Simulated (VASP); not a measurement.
Band structure of Li$_{2}$Se (antifluorite). Method: RPBE GGA, VASP's PBE PAW potentials (set 64) (plane waves; VASP).

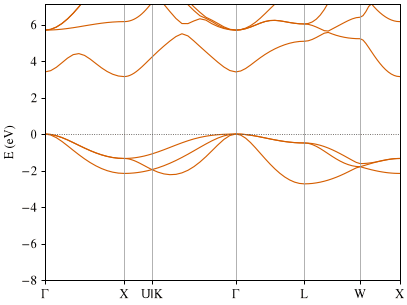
Fig. 1. Bands along high-symmetry lines, zero at the valence-band maximum or, without a gap, the Fermi level

Read the plot: is there a gap, and where are the band edges?

The gap is indirect, 3.15 eV, from the valence maximum at Γ to the conduction minimum at X. (Edges off the drawn lines would not show.)

The compound is Li2Se in the antifluorite structure. It was relaxed first.
